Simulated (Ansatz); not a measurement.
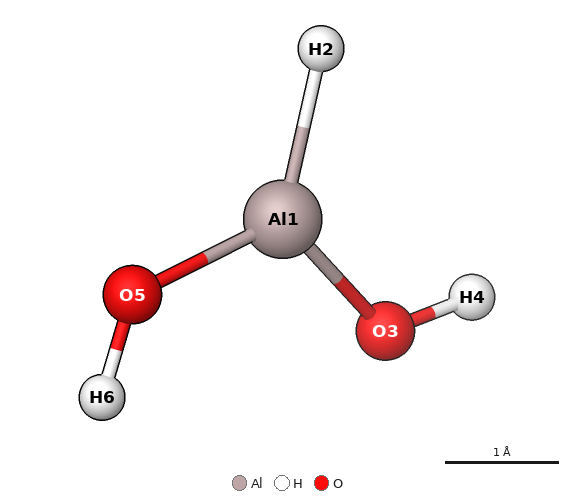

Numbered structure. The geometry was computed by an optimisation with PBE0-D4/def2-TZVP.

> How are the neighbours of atom 3 arranged?

O3 has 2 neighbours (Al1 at 1.69, H4 at 0.96 Å); the arrangement is bent.

> What is the geometry at Al1?

Al1 has 3 neighbours (H2 at 1.57, O3 at 1.69, O5 at 1.69 Å); the arrangement is trigonal planar.

> What is the geometry at O5?

O5 has 2 neighbours (Al1 at 1.69, H6 at 0.96 Å); the arrangement is bent.
